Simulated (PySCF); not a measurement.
# trimethoxysilane (C3H10O3Si): a tour of settings

Aim: see how trimethoxysilane (C3H10O3Si) (`CO[SiH](OC)OC`) answers to the choice of functional, basis, grid and SCF options.

Programs: PySCF 2.14.0, with density-fitted response routines of our own. Each step states its level of theory. These are calculated values for one molecule in the gas phase, unless marked as measured. Atoms count from 0, in the outputs and in this text.

### Step 1. The molecule as given

17 atoms, charge 0, multiplicity 1; geometry from: GFN2-xTB.

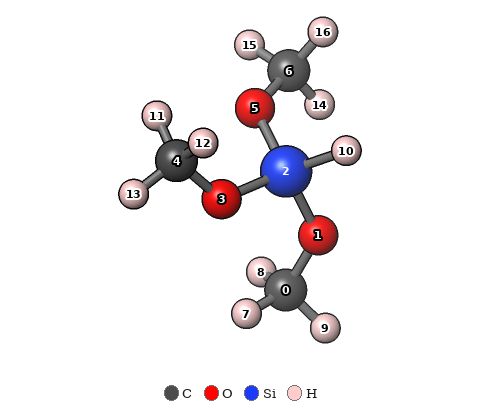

The starting geometry (carbon dark grey, oxygen red, silicon blue, hydrogen pink), atoms numbered; sticks join atoms by distance.

### Step 2. Nuclear shieldings: PBE0/pcSseg-1

What the job is given:

```
{"job": {"kind": "nmr", "xc": "PBE0", "basis": "pcSseg-1"}, "charge": 0, "multiplicity": 1}
C     -1.605570    -1.977257     0.516630
O     -1.152746    -1.055583    -0.437618
Si     0.110964    -0.048418    -0.413377
O      1.370183    -0.808470     0.256929
C      2.634759    -0.284882     0.548159
O     -0.083919     1.309334     0.467965
C     -1.109658     2.254724     0.361413
H     -0.780009    -2.589339     0.882036
H     -2.067009    -1.463313     1.363836
H     -2.348566    -2.614162     0.034233
H      0.242799     0.230878    -1.833970
H      2.550743     0.660618     1.085798
H      3.195753    -0.118541    -0.374203
H      3.163238    -1.012853     1.165118
H     -2.077600     1.770806     0.215635
H     -1.127403     2.836426     1.284453
H     -0.922958     2.922061    -0.483486
```

Method: GIAO PBE0/pcSseg-1 NMR shielding, non-relativistic, gas phase.

Launch:

```console
OMP_NUM_THREADS=1 python probes_run.py task.json out
```

One launch serves the whole session: the jobs run in the order shown.

What it wrote:

```text
coarse grid: 14344 points
cycle   1  E = -634.7858854296  dE =  9.056e-01  |g| = 1.016e+00  |ddm| = 3.511e+00
cycle   2  E = -634.5732590057  dE =  2.126e-01  |g| = 1.489e+00  |ddm| = 1.816e+00
cycle   3  E = -634.9647107176  dE = -3.915e-01  |g| = 6.473e-02  |ddm| = 1.192e+00
cycle   4  E = -634.9654090957  dE = -6.984e-04  |g| = 2.072e-02  |ddm| = 4.801e-02
cycle   5  E = -634.9654905924  dE = -8.150e-05  |g| = 8.808e-03  |ddm| = 1.792e-02
cycle   6  E = -634.9655053330  dE = -1.474e-05  |g| = 2.029e-03  |ddm| = 5.766e-03
cycle   7  E = -634.9655060292  dE = -6.962e-07  |g| = 4.117e-04  |ddm| = 1.520e-03
final grid: 132896 points
cycle   8  E = -635.0376009637  dE = -2.061e-05  |g| = 1.418e-02  |ddm| = 1.943e-02
cycle   9  E = -635.0375720357  dE =  2.893e-05  |g| = 1.928e-02  |ddm| = 1.725e-02
cycle  10  E = -635.0376369140  dE = -6.488e-05  |g| = 1.320e-03  |ddm| = 1.074e-02
cycle  11  E = -635.0376372894  dE = -3.754e-07  |g| = 1.157e-04  |ddm| = 1.072e-03
cycle  12  E = -635.0376372923  dE = -2.820e-09  |g| = 4.601e-05  |ddm| = 1.603e-04
cycle  13  E = -635.0376372927  dE = -4.370e-10  |g| = 9.835e-06  |ddm| = 5.417e-05
converged SCF energy = -635.0376372927

GIAO shielding tensors (ppm)
atom      isotropic    diamagn.    paramagn.     s11        s22        s33       span
  0 C      135.094     243.216    -108.122    108.644    111.729    184.909     76.265
  1 O      309.180     399.934     -90.754    271.846    320.432    335.261     63.415
  2 Si     414.401     885.008    -470.607    402.718    411.155    429.330     26.612
  3 O      315.405     401.121     -85.716    254.075    333.204    358.935    104.859
  4 C      134.740     242.409    -107.669    108.445    110.639    185.137     76.692
  5 O      304.076     402.240     -98.165    235.833    322.592    353.802    117.970
  6 C      135.341     242.497    -107.156    108.133    112.663    185.227     77.094
  7 H       27.728      29.868      -2.140     22.888     26.503     33.792     10.904
  8 H       27.912      29.991      -2.080     23.244     26.006     34.485     11.241
  9 H       27.902      27.981      -0.079     23.490     25.580     34.636     11.146
 10 H       27.615      32.991      -5.376     24.091     25.140     33.614      9.524
 11 H       27.842      29.845      -2.002     22.840     26.866     33.821     10.981
 12 H       27.997      28.679      -0.682     23.678     25.508     34.805     11.127
 13 H       27.895      28.037      -0.142     23.490     25.610     34.584     11.093
 14 H       27.850      29.811      -1.961     22.922     26.536     34.093     11.171
 15 H       27.797      28.274      -0.477     23.488     25.453     34.451     10.963
 16 H       27.892      28.711      -0.819     23.434     25.573     34.669     11.235
```

Wall time 58 s (1 thread of AMD EPYC, shared host); peak memory 0.87 GiB.

The references, computed at this level on geometries of the same kind, shield at (ppm): 1H TMS 31.72, 13C TMS 186.9, 29Si TMS 349.2, 17O H2O 336.1. Their shielding less the atom's gives the shift. The references are single molecules in the gas phase, so shifts against H2O, NH3, PH3, H3PO4 or CFCl3 are not on the usual liquid scales and can be off by tens of ppm. Atoms listed in one row are averaged.

| atoms | environment | σ (ppm) | δ (ppm) | δ scaled to CDCl3 |
| --- | --- | --- | --- | --- |
| C0, C4, C6 | methyl carbon bonded to O | 135.1 | 51.9 | 48.7 |
| H10 | hydrogen on a silicon bonded to 3 O | 27.61 | 4.10 | – |
| H7, H8, H9, H11, H12 and 4 more | hydrogen on a methyl carbon bonded to O | 27.87 | 3.85 | 3.73 |
| O1, O3, O5 | oxygen bonded to C, Si | 309.6 | 26.5 | – |
| Si2 | silicon bonded to 3 O, H | 414.4 | -65.2 | – |

The scaled column applies a straight-line fit of computed shieldings to shifts measured in CDCl3 (root-mean-square error 0.16 ppm for H, 1.9 ppm for C).

Charges from the same density, by scheme (e):

| atoms | Mulliken | IAO | Hirshfeld | ESP fit |
| --- | --- | --- | --- | --- |
| C0, C4, C6 | 0.00 | -0.20 | -0.03 | -0.16 |
| O1, O3, O5 | -0.64 | -0.65 | -0.23 | -0.40 |
| Si2 | 1.17 | 1.48 | 0.49 | 0.93 |

ESP fit charges:

C0 -0.08; O1 -0.45; Si2 0.93; O3 -0.39; C4 -0.17; O5 -0.34; C6 -0.22; H7 0.07; H8 0.09; H9 0.10; H10 -0.18; H11 0.08; H12 0.10; H13 0.13; H14 0.12; H15 0.12; H16 0.10

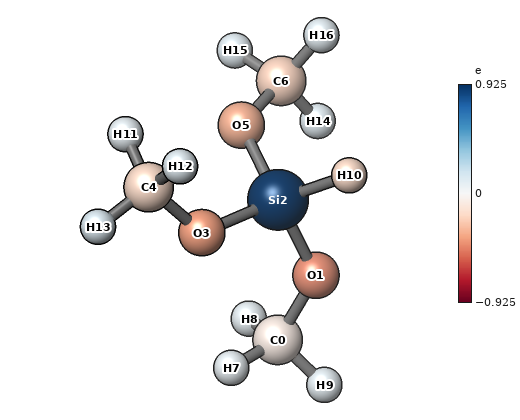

ESP fit charges, as colours on the atoms.

Mayer bond orders: C0–O1 0.88, O1–Si2 1.03, Si2–O3 1.00, O3–C4 0.89, Si2–O5 0.98, O5–C6 0.90.

### Step 3. TDDFT and polarisability: PBE0/def2-SVPD

Same as in step 2 but for these lines:

```diff
@@ -1,2 +1,2 @@
-{"job": {"kind": "nmr", "xc": "PBE0", "basis": "pcSseg-1"}, "charge": 0, "multiplicity": 1}
+{"job": {"kind": "uv", "xc": "PBE0", "basis": "def2-SVPD", "nstates": 6, "ntriplets": 2}, "charge": 0, "multiplicity": 1}
 C     -1.605570    -1.977257     0.516630
```

Method: TDDFT PBE0/def2-SVPD, vertical, gas phase, core orbitals frozen in the response.

What it wrote:

```text
coarse grid: 14344 points
cycle   1  E = -634.4882669206  dE =  8.481e-01  |g| = 9.552e-01  |ddm| = 6.418e+00
cycle   2  E = -634.2548414893  dE =  2.334e-01  |g| = 1.459e+00  |ddm| = 2.671e+00
cycle   3  E = -634.6579865857  dE = -4.031e-01  |g| = 6.265e-02  |ddm| = 1.496e+00
cycle   4  E = -634.6586912382  dE = -7.047e-04  |g| = 2.253e-02  |ddm| = 1.227e-01
cycle   5  E = -634.6587893933  dE = -9.816e-05  |g| = 9.668e-03  |ddm| = 4.412e-02
cycle   6  E = -634.6588062955  dE = -1.690e-05  |g| = 2.598e-03  |ddm| = 1.350e-02
cycle   7  E = -634.6588075853  dE = -1.290e-06  |g| = 3.571e-04  |ddm| = 3.152e-03
final grid: 132896 points
cycle   8  E = -634.7596679066  dE = -2.650e-05  |g| = 1.284e-02  |ddm| = 9.989e-02
cycle   9  E = -634.7596417981  dE =  2.611e-05  |g| = 1.760e-02  |ddm| = 3.054e-02
cycle  10  E = -634.7597000083  dE = -5.821e-05  |g| = 1.351e-03  |ddm| = 1.702e-02
cycle  11  E = -634.7597004323  dE = -4.240e-07  |g| = 1.154e-04  |ddm| = 1.567e-03
cycle  12  E = -634.7597004350  dE = -2.713e-09  |g| = 4.535e-05  |ddm| = 4.445e-04
cycle  13  E = -634.7597004355  dE = -5.216e-10  |g| = 9.618e-06  |ddm| = 1.886e-04
converged SCF energy = -634.7597004355

Static polarisability (au): isotropic 72.187, principal 64.977 74.635 76.948

Singlet excitations
state   eV       nm        f      main configurations
  1   7.6912    161.2   0.00156   H->L 0.82
  2   7.7782    159.4   0.00076   H-2->L 0.63, H-1->L+1 0.14, H-1->L 0.12
  3   7.8228    158.5   0.01127   H-1->L 0.52, H-2->L 0.16, H-1->L+1 0.13
  4   8.1152    152.8   0.02020   H->L+1 0.64, H->L+2 0.12
  5   8.1574    152.0   0.01332   H-2->L+1 0.50, H-1->L+1 0.28
  6   8.1857    151.5   0.00210   H-2->L+1 0.26, H-1->L+1 0.20, H->L+1 0.18

Triplet excitations (Tamm-Dancoff, eV): 7.5273 7.5999
```

Run time: 89 s. Hardware: 1 thread of AMD EPYC, shared host; peak memory 0.95 GiB.

The orbitals next to the gap, with their largest atomic shares:

| orbital | eV | atoms |
| --- | --- | --- |
| HOMO−3 | -8.83 | O1 42 %, C0 14 %, O3 11 % |
| HOMO−2 | -8.35 | O5 47 %, C6 12 %, H16 7 % |
| HOMO−1 | -8.31 | O3 48 %, C4 12 %, Si2 9 % |
| HOMO | -8.23 | O1 41 %, O5 22 %, C0 10 % |
| LUMO | 0.62 | Si2 20 %, C6 14 %, C0 12 % |
| LUMO+1 | 0.96 | C4 16 %, C6 11 %, O3 10 % |
| LUMO+2 | 1.18 | C0 17 %, O5 10 %, O1 8 % |

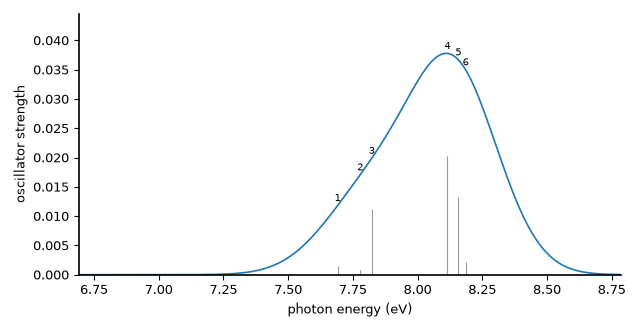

Absorption spectrum from the 6 singlet states computed; above the last one it falls off for lack of states. Lines are broadened to a width of 0.40 eV (Gaussian).

Further results of this job:

| property | computed |
| --- | --- |
| dipole moment (D) | 1.05 |
| polarisability (Å³) | 10.70 |
| HOMO–LUMO gap (eV) | 8.85 |
| −ε(HOMO) (eV) | 8.23 |

### Step 4. TDDFT and polarisability: BHandHLYP/6-31G

Same as in step 3 but for these lines:

```diff
@@ -1,2 +1,2 @@
-{"job": {"kind": "uv", "xc": "PBE0", "basis": "def2-SVPD", "nstates": 6, "ntriplets": 2}, "charge": 0, "multiplicity": 1}
+{"job": {"kind": "uv", "xc": "BHandHLYP", "basis": "6-31G", "nstates": 12, "ntriplets": 0, "tda": false}, "charge": 0, "multiplicity": 1}
 C     -1.605570    -1.977257     0.516630
```

Level: TDDFT BHandHLYP/6-31G, vertical, gas phase, core orbitals frozen in the response.

What it wrote:

```text
coarse grid: 14344 points
cycle   1  E = -635.0719278203  dE =  1.190e+00  |g| = 9.127e-01  |ddm| = 3.632e+00
cycle   2  E = -635.0399698476  dE =  3.196e-02  |g| = 1.030e+00  |ddm| = 1.581e+00
cycle   3  E = -635.2358053941  dE = -1.958e-01  |g| = 2.428e-02  |ddm| = 8.412e-01
cycle   4  E = -635.2359977514  dE = -1.924e-04  |g| = 6.518e-03  |ddm| = 4.432e-02
cycle   5  E = -635.2360095353  dE = -1.178e-05  |g| = 2.786e-03  |ddm| = 1.220e-02
cycle   6  E = -635.2360110632  dE = -1.528e-06  |g| = 8.689e-04  |ddm| = 2.744e-03
final grid: 132896 points
cycle   7  E = -635.1909463480  dE = -4.839e-06  |g| = 2.526e-03  |ddm| = 7.630e-03
cycle   8  E = -635.1909469358  dE = -5.878e-07  |g| = 2.145e-03  |ddm| = 3.880e-03
cycle   9  E = -635.1909479732  dE = -1.037e-06  |g| = 3.033e-04  |ddm| = 1.666e-03
cycle  10  E = -635.1909479911  dE = -1.781e-08  |g| = 5.553e-05  |ddm| = 2.755e-04
cycle  11  E = -635.1909479919  dE = -8.645e-10  |g| = 1.341e-05  |ddm| = 8.616e-05
converged SCF energy = -635.1909479919

Static polarisability (au): isotropic 55.486, principal 50.715 57.109 58.632

Singlet excitations
state   eV       nm        f      main configurations
  1   9.0705    136.7   0.00831   H-1->L+1 0.28, H-2->L+1 0.20, H-2->L 0.15
  2   9.1064    136.2   0.00714   H->L 0.39, H-2->L 0.16, H-1->L+1 0.14
  3   9.1875    134.9   0.01177   H-2->L 0.34, H->L 0.16, H-1->L 0.13
  4   9.5485    129.8   0.00614   H-3->L 0.28, H-4->L 0.11, H->L 0.11
  5   9.6577    128.4   0.01327   H->L+1 0.30, H-3->L+1 0.14, H-2->L+1 0.10
  6   9.6772    128.1   0.00905   H-2->L+1 0.25, H-3->L 0.11, H-2->L 0.10
  7   9.7669    126.9   0.02910   H-4->L+1 0.18, H->L+2 0.17, H-2->L+1 0.11
  8   9.8360    126.1   0.00843   H-1->L+2 0.35, H->L+1 0.15, H->L 0.14
  9   9.9813    124.2   0.01740   H-1->L+2 0.31, H->L+2 0.27, H-1->L+1 0.12
 10  10.1685    121.9   0.11701   H-1->L 0.38, H-1->L+1 0.23
 11  10.4090    119.1   0.09788   H-2->L+2 0.30, H-3->L+2 0.24, H-3->L 0.12
 12  10.4812    118.3   0.08392   H-2->L+2 0.25, H-5->L 0.25, H-3->L+2 0.21
```

Wall time 31 s (1 thread of AMD EPYC, shared host); peak memory 0.57 GiB.

In short: HOMO -9.47 eV, LUMO 2.83 eV; lowest singlet 9.07 eV.

### Step 5. NMR shieldings: OPBE/6-311+G(2d,p)

Same as in step 4 but for these lines:

```diff
@@ -1,2 +1,2 @@
-{"job": {"kind": "uv", "xc": "BHandHLYP", "basis": "6-31G", "nstates": 12, "ntriplets": 0, "tda": false}, "charge": 0, "multiplicity": 1}
+{"job": {"kind": "nmr", "xc": "OPBE", "basis": "6-311+G(2d,p)", "pop": true}, "charge": 0, "multiplicity": 1}
 C     -1.605570    -1.977257     0.516630
```

Method: GIAO OPBE/6-311+G(2d,p) NMR shielding, non-relativistic, gas phase.

What it wrote:

```text
coarse grid: 14344 points
cycle   1  E = -635.2195868636  dE =  8.058e-01  |g| = 1.126e+00  |ddm| = 3.463e+00
cycle   2  E = -634.4518867032  dE =  7.677e-01  |g| = 2.246e+00  |ddm| = 3.315e+00
cycle   3  E = -635.4515230299  dE = -9.996e-01  |g| = 1.535e-01  |ddm| = 2.740e+00
cycle   4  E = -635.4555859541  dE = -4.063e-03  |g| = 7.702e-02  |ddm| = 1.925e-01
cycle   5  E = -635.4567813511  dE = -1.195e-03  |g| = 2.644e-02  |ddm| = 6.307e-02
cycle   6  E = -635.4569053233  dE = -1.240e-04  |g| = 9.597e-03  |ddm| = 2.273e-02
cycle   7  E = -635.4569217408  dE = -1.642e-05  |g| = 2.250e-03  |ddm| = 7.823e-03
cycle   8  E = -635.4569227108  dE = -9.700e-07  |g| = 4.661e-04  |ddm| = 2.317e-03
final grid: 132896 points
cycle   9  E = -635.4840170962  dE = -1.717e-04  |g| = 3.324e-02  |ddm| = 9.255e-02
cycle  10  E = -635.4835607853  dE =  4.563e-04  |g| = 6.001e-02  |ddm| = 5.387e-02
cycle  11  E = -635.4841905722  dE = -6.298e-04  |g| = 3.603e-03  |ddm| = 3.844e-02
cycle  12  E = -635.4841928525  dE = -2.280e-06  |g| = 1.468e-03  |ddm| = 3.793e-03
cycle  13  E = -635.4841933433  dE = -4.909e-07  |g| = 2.833e-04  |ddm| = 1.069e-03
cycle  14  E = -635.4841933538  dE = -1.048e-08  |g| = 1.462e-04  |ddm| = 2.724e-04
cycle  15  E = -635.4841933576  dE = -3.839e-09  |g| = 1.655e-05  |ddm| = 1.040e-04
cycle  16  E = -635.4841933577  dE = -5.730e-11  |g| = 5.732e-06  |ddm| = 2.286e-05
converged SCF energy = -635.4841933577

GIAO shielding tensors (ppm)
atom      isotropic    diamagn.    paramagn.     s11        s22        s33       span
  0 C      140.033     245.649    -105.616    113.098    116.480    190.520     77.422
  1 O      297.695     387.521     -89.826    263.636    303.979    325.471     61.835
  2 Si     412.601     878.435    -465.834    396.397    411.969    429.438     33.041
  3 O      300.824     388.850     -88.026    244.395    316.764    341.313     96.918
  4 C      139.597     243.960    -104.363    113.189    114.835    190.768     77.579
  5 O      290.654     388.518     -97.864    225.792    305.942    340.227    114.435
  6 C      140.134     243.923    -103.789    112.607    117.027    190.768     78.161
  7 H       27.824      30.392      -2.569     23.152     26.553     33.766     10.613
  8 H       28.037      30.558      -2.521     23.639     26.085     34.386     10.747
  9 H       28.208      29.985      -1.776     24.141     25.921     34.563     10.422
 10 H       27.084      30.890      -3.806     23.693     24.780     32.779      9.086
 11 H       27.916      29.843      -1.927     23.117     26.847     33.783     10.667
 12 H       28.077      29.502      -1.425     23.981     25.538     34.712     10.731
 13 H       28.183      29.909      -1.725     24.072     25.983     34.495     10.423
 14 H       27.904      29.235      -1.331     23.117     26.601     33.994     10.877
 15 H       28.096      29.488      -1.392     24.069     25.862     34.357     10.289
 16 H       28.000      29.325      -1.325     23.786     25.632     34.580     10.794
```

It took 3.1 min on 1 thread of AMD EPYC, shared host; peak memory 0.86 GiB.

Key values: δ C0 50.3, O1 30.9, Si2 -58.6, H10 4.79, H7 3.84 ppm (means over like atoms).

(Part 1 of 2 ends here.)
